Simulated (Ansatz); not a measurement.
# Ga: a nudged elastic band by PAW and LAPW

Aim: the energy along a path in Ga (atoms 1 slide by one cell vector c), by PAW and LAPW. All periodic images move together. Both runs start alike, so that frozen cores can be judged against all electrons.

Method: DFT PBEsol, scalar-relativistic, in Ansatz 0.2.0.

### Step 1. Starting point

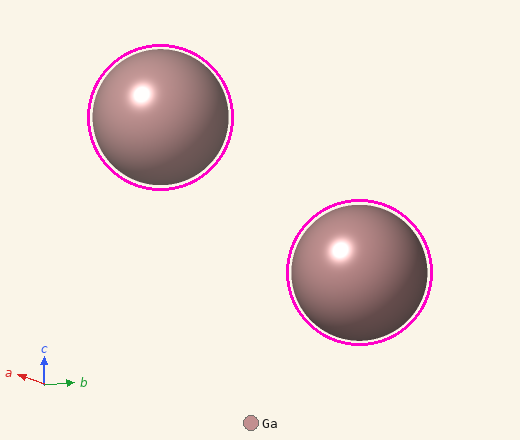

Start, viewed from a free direction; gallium pink. Each atom of the cell is drawn once, at one copy chosen for all pictures, so bonds across the cell's faces may be missing. Ringed: Ga1, Ga2.

Coordinates:

```
CELL_PARAMETERS angstrom
1.45000 -4.06500 0.00000
1.45000 4.06500 0.00000
0.00000 0.00000 3.17000
ATOMIC_POSITIONS crystal
Ga 0.86700 0.13300 0.25000
Ga 0.13300 0.86700 0.75000
```

The geometry is a database entry used as it stands. It may stem from high pressure or temperature, or be incomplete, so it serves as a test cell.

### Step 2. PAW on the default files

Contents of input.yaml:

```yaml
crystal:
  lattice:
    - [1.45, -4.065, 0.0]
    - [1.45, 4.065, 0.0]
    - [0.0, 0.0, 3.17]
  atoms:
    - { symbol: Ga, position: [0.867, 0.133, 0.25] }
    - { symbol: Ga, position: [0.133, 0.867, 0.75] }
kpoints:
  mp_grid: { grid: [8, 8, 7] }
scf:
  occupations: { method: fermi_dirac, width: 0.05 }
hamiltonian:
  xc: pbesol
  pseudopotentials: { kind: paw }
output:
  forces: true
neb:
  images: 5
  f_tol: 0.05
  max_iterations: 40
  relax_end_points: true
  final_atoms:
    - { symbol: Ga, position: [0.867, 0.133, 1.25] }
    - { symbol: Ga, position: [0.133, 0.867, 0.75] }
```

Started as:

```console
> ansatz run input.yaml --threads 4 --pin off --max-ram 4096MiB --backend cpu --events-out ev --progress --plain --runs-dir out
```

Log, cut to the lines that bear on the results:

```text
Warning: neb: disabling space-group detection — the band's intermediate images generally break the endpoint symmetry, so no spatial operation reduces the k-mesh or symmetrises the density, except that a semilocal band can use its path's symmetry ahead of convergence; time reversal is [...]
Warning: between the path's two end points as given, atom 0 moves 3.170 Å, but a periodic copy of its final position lies 0.000 Å from its initial position (atoms with a nearer copy: 1). The path is placed between the positions as given. If the final geometry was wrapped back into the [...]
Pseudopotentials: kind: paw
Pseudopotential: Ga, paw, valence charge 13, recommended cutoff 420 eV (normal)
Functional definition: PBEsol
[...]
parallel-image band execution: 4 concurrent image workers
NEB image 0
Crystal: 2 atoms, lattice volume = 37.370 Å³
Basis set: ecut = 420 eV, 723 PW (Γ), exchange–correlation on 60×60×48 points (8 copies of the dense FFT grid, shifted against one another)
Bands: 17, of which v1, the nominal top of the filled ones, is band 13 counted from 1 (12 counted from 0)
Symmetry: 1 space group operations
k-points: 226 of 448 (time reversal used)
[...]
SCF iter   1: F=—  HF=-7486.343602 eV  |F-HF|=—  |Δ(HF+E_count)|=         —  Δρ=1.96e-3  dr2=9.94e-4  ethr=1.77e-3  ⟨swp⟩=5.5  Hψ=17928  notcnv=0
[...]
NSCF: frozen V_eff on 226 k-points
NEB image 6
[...]
NSCF: frozen V_eff on 226 k-points
NEB end point (image 0): max|allowed force component| = 2.329e-1 eV/Å (the criterion of neb.relax_end_points is 1.000e-2)
NEB end point (image 6): max|allowed force component| = 2.329e-1 eV/Å (the criterion of neb.relax_end_points is 1.000e-2)
NEB image 0, for its relaxation
[...]
NEB image 0, for its relaxation
[...]
NEB image 0, for its relaxation
[...]
NEB image 0, for its relaxation
[...]
SCF iter   7: F=-7486.348140 eV  HF=-7486.348140 eV  |F-HF|=7.28e-12  |Δ(HF+E_count)|=  2.00e-11  Δρ=2.16e-7  dr2=1.38e-11  ethr=1.00e-12  ⟨swp⟩=4.0  Hψ=13623  notcnv=0
[...]
NEB image 0, for its relaxation
```

### Step 3. The output, continued: atoms 1 slide by one cell vector c

The log, continued, cut to the lines that bear on the results:

```text
SCF iter   1: F=—  HF=-7486.348153 eV  |F-HF|=—  |Δ(HF+E_count)|=         —  Δρ=9.80e-4  dr2=1.26e-4  ethr=4.83e-6  ⟨swp⟩=5.8  Hψ=17350  notcnv=0  defer=14
[...]
NEB image 0, for its relaxation
[...]
NEB image 0, for its relaxation
[...]
NEB image 0, for its relaxation
[...]
NEB image 0
[...]
NSCF: frozen V_eff on 226 k-points
NEB end point (image 0): relaxed in 46 SCF iterations, 0.005825 eV lower, largest move of an atom 0.025 Å; tested for a saddle point, 0 escaped on the way
NEB image 6, for its relaxation
[...]
NEB image 6, for its relaxation
[...]
NEB image 6, for its relaxation
[...]
NEB image 6, for its relaxation
[...]
NEB image 6, for its relaxation
[...]
NEB image 6, for its relaxation
[...]
SCF iter   8: F=-7486.348062 eV  HF=-7486.348062 eV  |F-HF|=9.09e-13  |Δ(HF+E_count)|=  3.64e-12  Δρ=8.95e-8  dr2=3.21e-12  ethr=1.00e-12  ⟨swp⟩=4.0  Hψ=13437  notcnv=0
[...]
NEB image 6, for its relaxation
```

### Step 4. More of the same log: atoms 1 slide by one cell vector c

Output, continued, cut to the lines that bear on the results:

```text
SCF iter   1: F=—  HF=-7486.348078 eV  |F-HF|=—  |Δ(HF+E_count)|=         —  Δρ=9.56e-4  dr2=1.39e-4  ethr=5.10e-6  ⟨swp⟩=5.9  Hψ=17345  notcnv=0  defer=11
[...]
NEB image 6, for its relaxation
[...]
NEB image 6
[...]
NSCF: frozen V_eff on 226 k-points
NEB end point (image 6): relaxed in 46 SCF iterations, 0.005825 eV lower, largest move of an atom 0.025 Å; tested for a saddle point, 0 escaped on the way
NEB image 1
Symmetry: 2 space group operations
k-points: 129 of 448 (time reversal used)
[...]
NEB image 2
[...]
NEB image 3
[...]
NEB image 4
[...]
NEB image 5
[...]
SCF iter   8: F=-7486.191829 eV  HF=-7486.191829 eV  |F-HF|=4.02e-8  |Δ(HF+E_count)|=   4.90e-8  Δρ=1.12e-5  dr2=2.25e-8  ethr=3.02e-10  ⟨swp⟩=4.0  Hψ=7706  notcnv=0
[...]
NEB iter   1: max|band force component| = 4.721e-1 eV/Å  barrier→ = 0.7486 eV  barrier← = 0.7486 eV  CI = image 3  Δτ_max = 0.0075 Å  (52 SCF iters)
[...]
  climbing image's point = a first-order saddle point (lowest curvatures found: -3.60 and 7.77 eV/Å²)
  energies are F+E_penalty+E_count in eV, relative to image 0
  image     s (Å)  Δ vs image 0  max|band force component| (eV/Å)
      0    0.0000      0.000000                                 —
      1    0.3735      0.156314                          9.619e-4
      2    0.7472      0.530120                          6.013e-4
  *   3    1.1209      0.743749                          3.952e-4
      4    1.4946      0.530120                          6.013e-4
      5    1.8682      0.156314                          9.629e-4
      6    2.2418      0.000000                                 —
  saddle-point geometry (image 3):
  cell:  # Å, volume = 37.3695 Å³
    - [1.45, -4.065, 0.0]
    - [1.45, 4.065, 0.0]
    - [0.0, 0.0, 3.17]
  atoms:
    - { symbol: Ga, position: [0.8626298994851206, 0.13737010022739105, 0.7499999998028744] }
    - { symbol: Ga, position: [0.13737010051487947, 0.862629899772609, 0.7500000001971255] }
```

Wall time 2.6 min (4 threads of Arm Neoverse V1, shared host); peak memory 1.4 GiB.

### Step 5. Images and barrier

Images 0 and 6 are the ends. Energies count from image 0; the path length is the program's own measure over all atoms.

| image | path (Å) | energy (eV) | Ga1 x y z (Å) | Ga2 x y z (Å) | band force (eV/Å) |
| --- | --- | --- | --- | --- | --- |
| 0 | 0.000 | 0.0000 | 1.45 -2.96 0.79 | 1.45 2.96 2.38 | - |
| 1 | 0.374 | 0.1563 | 1.45 -2.96 1.32 | 1.45 2.96 2.38 | 0.001 |
| 2 | 0.747 | 0.5301 | 1.45 -2.95 1.85 | 1.45 2.95 2.38 | 0.001 |
| 3* | 1.121 | 0.7437 | 1.45 -2.95 2.38 | 1.45 2.95 2.38 | 0.000 |
| 4 | 1.495 | 0.5301 | 1.45 -2.95 2.91 | 1.45 2.95 2.38 | 0.001 |
| 5 | 1.868 | 0.1563 | 1.45 -2.96 3.43 | 1.45 2.96 2.38 | 0.001 |
| 6 | 2.242 | 0.0000 | 1.45 -2.96 3.96 | 1.45 2.96 2.38 | - |

The star marks the climbing image.

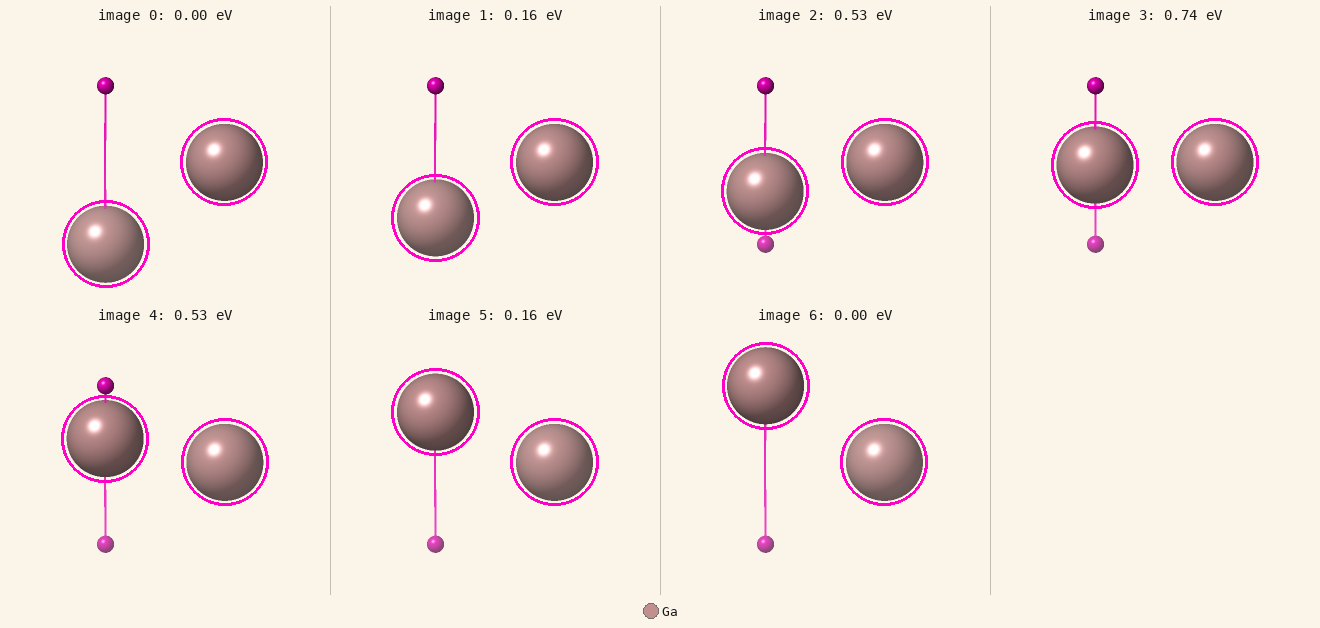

The images of the last band, seen from a free direction. Ringed: Ga1, Ga2. The magenta line is the track of the ringed atoms over the whole band, with dots at its ends. Each atom of the cell is drawn once, at one copy chosen for all pictures, so bonds across the cell's faces may be missing; the others are paled.

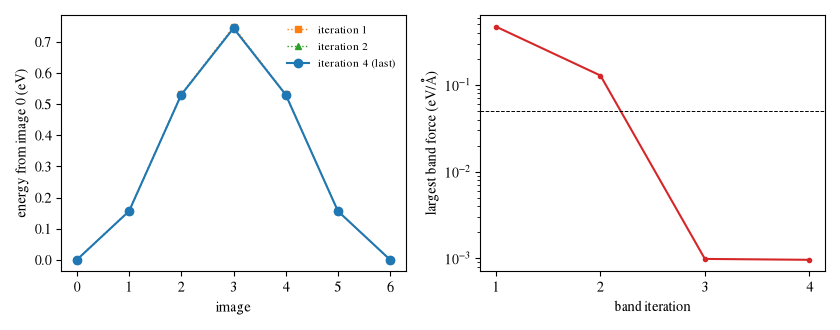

Left: energy of each image for early iterations and the last one (lines only join the points; early values far above the last band run off the scale). Right: the largest band force by iteration, with the threshold dashed.

How the highest energy settled:

```csv
iteration,highest image above image 0 (eV),largest band force (eV/Å)
1,0.7486,0.472
2,0.7441,0.129
3,0.7437,0.001
4,0.7437,0.001
```

Positions of all images (Å):

```xyz
2
Lattice="1.450 -4.065 0.000 1.450 4.065 0.000 0.000 0.000 3.170" Properties=species:S:1:pos:R:3 pbc="T T T" image=0 dE=0.0000
Ga    1.450   -2.959    0.792
Ga    1.450    2.959    2.377
2
Lattice="1.450 -4.065 0.000 1.450 4.065 0.000 0.000 0.000 3.170" Properties=species:S:1:pos:R:3 pbc="T T T" image=1 dE=0.1563
Ga    1.450   -2.957    1.321
Ga    1.450    2.957    2.378
2
Lattice="1.450 -4.065 0.000 1.450 4.065 0.000 0.000 0.000 3.170" Properties=species:S:1:pos:R:3 pbc="T T T" image=2 dE=0.5301
Ga    1.450   -2.951    1.849
Ga    1.450    2.951    2.378
2
Lattice="1.450 -4.065 0.000 1.450 4.065 0.000 0.000 0.000 3.170" Properties=species:S:1:pos:R:3 pbc="T T T" image=3 dE=0.7437
Ga    1.450   -2.948    2.377
Ga    1.450    2.948    2.377
2
Lattice="1.450 -4.065 0.000 1.450 4.065 0.000 0.000 0.000 3.170" Properties=species:S:1:pos:R:3 pbc="T T T" image=4 dE=0.5301
Ga    1.450   -2.951    2.906
Ga    1.450    2.951    2.377
2
Lattice="1.450 -4.065 0.000 1.450 4.065 0.000 0.000 0.000 3.170" Properties=species:S:1:pos:R:3 pbc="T T T" image=5 dE=0.1563
Ga    1.450   -2.957    3.434
Ga    1.450    2.957    2.377
2
Lattice="1.450 -4.065 0.000 1.450 4.065 0.000 0.000 0.000 3.170" Properties=species:S:1:pos:R:3 pbc="T T T" image=6 dE=0.0000
Ga    1.450   -2.959    3.962
Ga    1.450    2.959    2.377
```

### Step 6. All-electron LAPW

Edit input.yaml of step 2 so:

```diff
@@ -14,3 +14,3 @@
   xc: pbesol
-  pseudopotentials: { kind: paw }
+  pseudopotentials: { kind: all_electron, lapw: { basis_error: 0.001 } }
 output:
```

Started as:

```console
> ansatz run input.yaml --threads 4 --pin off --max-ram 4096MiB --backend cpu --events-out ev --progress --plain --runs-dir out
```

Log, cut to the lines that bear on the results:

```text
Warning: neb: disabling space-group detection — the band's intermediate images generally break the endpoint symmetry, so no spatial operation reduces the k-mesh or symmetrises the density, except that a semilocal band can use its path's symmetry ahead of convergence; time reversal is [...]
Warning: between the path's two end points as given, atom 0 moves 3.170 Å, but a periodic copy of its final position lies 0.000 Å from its initial position (atoms with a nearer copy: 1). The path is placed between the positions as given. If the final geometry was wrapped back into the [...]
LAPW: plane waves up to 8.539 Å⁻¹, error target 1.0e-3 eV per atom; small_component_spin mean_spin; Ga in spheres of 1.300 Å, 21 of its electrons in bands, Dirac shells []
[...]
Pseudopotentials: kind: all_electron
Pseudopotential: Ga, LAPW, valence charge 21, Koelling and Harmon's equation, gaussian nucleus
[... 1 set-up line as earlier in the session ...]
[...]
parallel-image band execution: 4 concurrent image workers
the walk goes on from step 0 on a new basis, cutoff 466.3 eV. Why: the LAPW basis doesn't serve this geometry: the muffin-tin spheres of Ga and Ga overlap: the atoms stand 2.407 Å apart, and the radii add up to 2.601 Å
parallel-image band execution: 4 concurrent image workers
NEB image 0
Crystal: 2 atoms, lattice volume = 37.370 Å³
Basis set: ecut = 466.2784773651494 eV, 885 PW (Γ), FFT grids on a1+a2, a2, a3, exchange–correlation at level 2
Bands: 26, of which v1, the nominal top of the filled ones, is band 21 counted from 1 (20 counted from 0)
[... 1 set-up line as earlier in the session ...]
k-points: 226 of 448 (time reversal used)
[...]
SCF iter   1: F=—  HF=-105720.109817 eV  |F-HF|=—  |Δ(HF+E_count)|=         —  Δρ=1.90e-2  dr2=1.16e-1  ethr=2.75e-4  ⟨swp⟩=3.0  Hψ=36252  notcnv=0
[...]
NSCF: frozen V_eff on 226 k-points
NEB image 6
[...]
NSCF: frozen V_eff on 226 k-points
NEB end point (image 0): max|allowed force component| = 2.324e-1 eV/Å (the criterion of neb.relax_end_points is 1.000e-2)
NEB end point (image 6): max|allowed force component| = 2.324e-1 eV/Å (the criterion of neb.relax_end_points is 1.000e-2)
NEB image 0, for its relaxation
[...]
NEB image 0, for its relaxation
[...]
NEB image 0, for its relaxation
[...]
NEB image 0, for its relaxation
[...]
NEB image 0, for its relaxation
[...]
SCF iter   5: F=—  HF=-105720.035704 eV  |F-HF|=—  |Δ(HF+E_count)|=   9.81e-9  Δρ=3.84e-6  dr2=4.54e-9  ethr=3.98e-11  ⟨swp⟩=2.3  Hψ=16225  notcnv=0
```

### Step 7. More of the same log: atoms 1 slide by one cell vector c, LAPW in place of PAW files

Output, continued, cut to the lines that bear on the results:

```text
SCF iter   6: F=—  HF=-105720.035704 eV  |F-HF|=—  |Δ(HF+E_count)|=   1.29e-8  Δρ=1.88e-6  dr2=1.22e-9  ethr=1.08e-11  ⟨swp⟩=3.0  Hψ=17369  notcnv=0
[...]
NEB image 0, for its relaxation
[...]
NEB image 0, for its relaxation
[...]
NEB image 0, for its relaxation
[...]
NEB image 0
[...]
NSCF: frozen V_eff on 226 k-points
NEB end point (image 0): relaxed in 48 SCF iterations, 0.005792 eV lower, largest move of an atom 0.025 Å; tested for a saddle point, 0 escaped on the way
NEB image 6, for its relaxation
[...]
NEB image 6, for its relaxation
[...]
NEB image 6, for its relaxation
[...]
NEB image 6, for its relaxation
[...]
NEB image 6, for its relaxation
[...]
NEB image 6, for its relaxation
[...]
NEB image 6, for its relaxation
[...]
SCF iter   3: F=—  HF=-105720.035626 eV  |F-HF|=—  |Δ(HF+E_count)|=   3.13e-5  Δρ=7.42e-5  dr2=3.69e-6  ethr=8.76e-9  ⟨swp⟩=2.0  Hψ=28152  notcnv=0
```

### Step 8. More of the same log: atoms 1 slide by one cell vector c, LAPW in place of PAW files

The log, continued, cut to the lines that bear on the results:

```text
SCF iter   4: F=—  HF=-105720.035625 eV  |F-HF|=—  |Δ(HF+E_count)|=   9.81e-7  Δρ=2.05e-5  dr2=1.33e-7  ethr=8.76e-9  ⟨swp⟩=2.6  Hψ=16405  notcnv=0
[...]
NEB image 6, for its relaxation
[...]
NEB image 6
[...]
NSCF: frozen V_eff on 226 k-points
NEB end point (image 6): relaxed in 48 SCF iterations, 0.005792 eV lower, largest move of an atom 0.025 Å; tested for a saddle point, 0 escaped on the way
NEB image 1
[... 1 set-up line as earlier in the session ...]
k-points: 129 of 448 (time reversal used)
[...]
NEB image 2
[...]
NEB image 3
[...]
NEB image 4
[...]
NEB image 5
[...]
SCF iter   8: F=-105719.879487 eV  HF=-105719.879487 eV  |F-HF|=1.85e-8  |Δ(HF+E_count)|=   5.92e-8  Δρ=9.82e-6  dr2=4.82e-8  ethr=6.16e-10  ⟨swp⟩=2.0  Hψ=9173  notcnv=0
[...]
NEB iter   1: max|band force component| = 4.732e-1 eV/Å  barrier→ = 0.7487 eV  barrier← = 0.7487 eV  CI = image 3  Δτ_max = 0.0075 Å  (59 SCF iters)
[...]
  climbing image's point = a first-order saddle point (lowest curvatures found: -3.60 and 7.76 eV/Å²)
  energies are F+E_penalty+E_count in eV, relative to image 0
  image     s (Å)  Δ vs image 0  max|band force component| (eV/Å)
      0    0.0000      0.000000                                 —
      1    0.3735      0.156220                          1.166e-3
      2    0.7472      0.530019                          6.667e-4
  *   3    1.1209      0.743787                          3.527e-4
      4    1.4946      0.530019                          6.672e-4
      5    1.8682      0.156220                          1.172e-3
      6    2.2418     -0.000000                                 —
  saddle-point geometry (image 3):
  cell:  # Å, volume = 37.3695 Å³
    - [1.45, -4.065, 0.0]
    - [1.45, 4.065, 0.0]
    - [0.0, 0.0, 3.17]
  atoms:
    - { symbol: Ga, position: [0.8626347185186054, 0.13736529453780522, 0.7500000064887291] }
    - { symbol: Ga, position: [0.1373652814813946, 0.8626347054621948, 0.7499999935112707] }
```

Wall time 26 min (4 threads of Arm Neoverse V1, shared host); peak memory 2.1 GiB.

### Step 9. The band, image by image

The 5 inner images lie between the fixed ends 0 and 6. Energy is taken from image 0, and the path length is the program's own coordinate along the band.

| image | path (Å) | energy (eV) | Ga1 x y z (Å) | Ga2 x y z (Å) | band force (eV/Å) |
| --- | --- | --- | --- | --- | --- |
| 0 | 0.000 | 0.0000 | 1.45 -2.96 0.79 | 1.45 2.96 2.38 | - |
| 1 | 0.374 | 0.1562 | 1.45 -2.96 1.32 | 1.45 2.96 2.38 | 0.001 |
| 2 | 0.747 | 0.5300 | 1.45 -2.95 1.85 | 1.45 2.95 2.38 | 0.001 |
| 3* | 1.121 | 0.7438 | 1.45 -2.95 2.38 | 1.45 2.95 2.38 | 0.000 |
| 4 | 1.495 | 0.5300 | 1.45 -2.95 2.91 | 1.45 2.95 2.38 | 0.001 |
| 5 | 1.868 | 0.1562 | 1.45 -2.96 3.43 | 1.45 2.96 2.38 | 0.001 |
| 6 | 2.242 | 0.0000 | 1.45 -2.96 3.96 | 1.45 2.96 2.38 | - |

The star marks the climbing image.

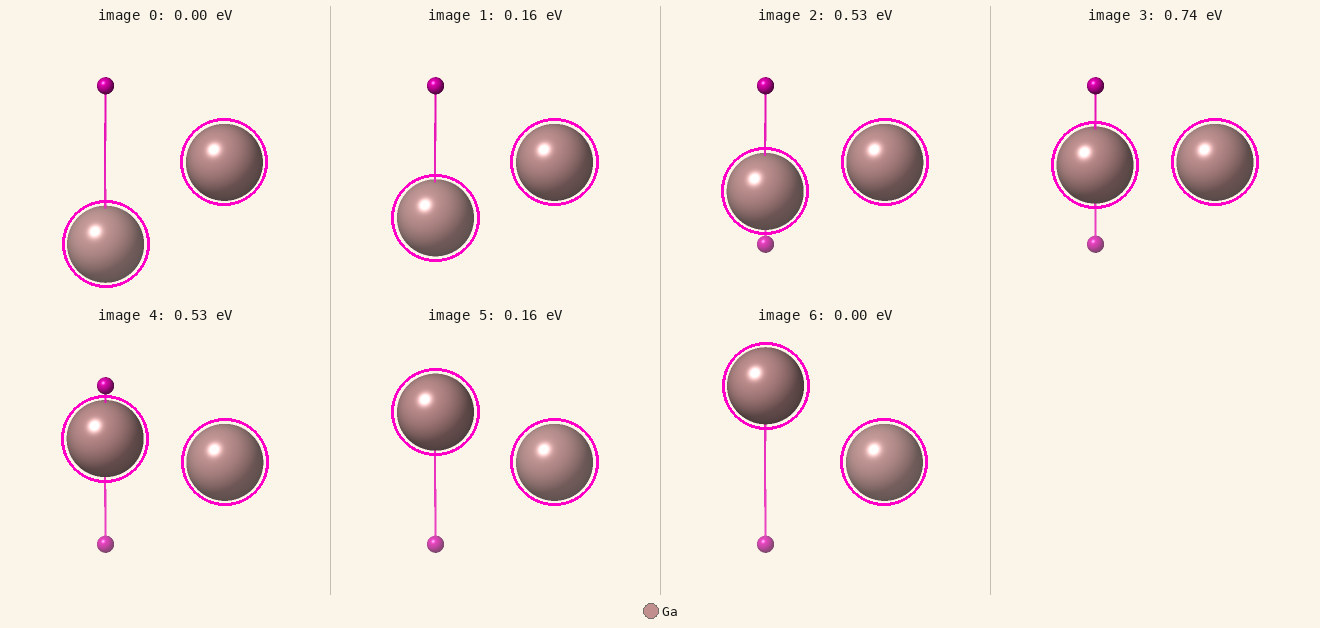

The images of the last band, seen from a free direction. Ringed: Ga1, Ga2. The magenta line is the track of the ringed atoms over the whole band, with dots at its ends. Each atom of the cell is drawn once, at one copy chosen for all pictures, so bonds across the cell's faces may be missing; the others are paled.

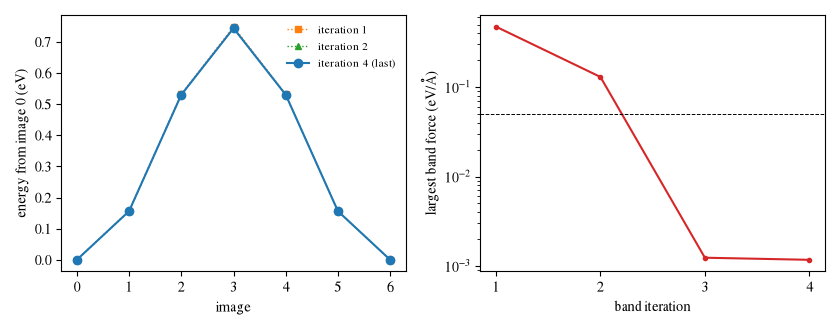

Left: energy of each image for early iterations and the last one (lines only join the points; early values far above the last band run off the scale). Right: the largest band force by iteration, with the threshold dashed.

### Step 10. Outcome

| quantity | value |
| --- | --- |
| PAW: barrier forwards | 0.744 eV |
| PAW: barrier backwards | 0.744 eV |
| PAW: second end relative to first | 0.000 eV |
| PAW: highest image | 3 of 0 to 6, climbing |
| PAW: band iterations | 4 |
| LAPW: barrier forwards | 0.744 eV |
| LAPW: barrier backwards | 0.744 eV |
| LAPW: second end relative to first | 0.000 eV |
| LAPW: highest image | 3 of 0 to 6, climbing |
| LAPW: band iterations | 4 |

**Reading.** PAW: The top lies 0.74 eV above the first end, or 29 kT at room temperature. The two ends lie within 1 meV of each other. The program found one negative curvature at the climbing image, so it is a first-order saddle. LAPW: The barrier from the first end is 0.74 eV, 29 times kT at 300 K. The highest points differ by 0 meV between the methods. Since every periodic image moves, this is not the barrier of a lone defect. LAPW took about 10 times as long as PAW (26 min against 2.6 min, on a shared host and with the outputs that each input asks for).
